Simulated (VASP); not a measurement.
Band structure of PtSe₂ (1T layered). All values below come from modified Becke-Johnson potential (mBJ), VASP's PBE PAW potentials (set 64) (plane waves; VASP).

mBJ is a potential without an energy functional, so only the levels count. The path is coarsely sampled, so an indirect gap can come out somewhat too large. Without a dispersion term in the relaxation, distances and binding between the weakly bound layers, chains or molecules are unreliable, and so is what depends on them. Unless said otherwise, spin-orbit coupling is left out, though it shifts the bands of the heavy elements here.

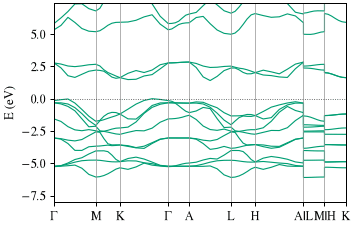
Figure. Bands along high-symmetry lines, zero at the valence-band maximum or, without a gap, the Fermi level

Task: Read the plot: is there a gap, and where are the band edges?

Result: The gap is indirect, 1.41 eV, from the valence maximum at K-Γ at 0.67 to the conduction minimum at A-L at 0.50.

The compound is PtSe2 in the 1T layered structure. It was relaxed first, which changed the volume by +28 %. The cell's shape comes from a PBE relaxation.
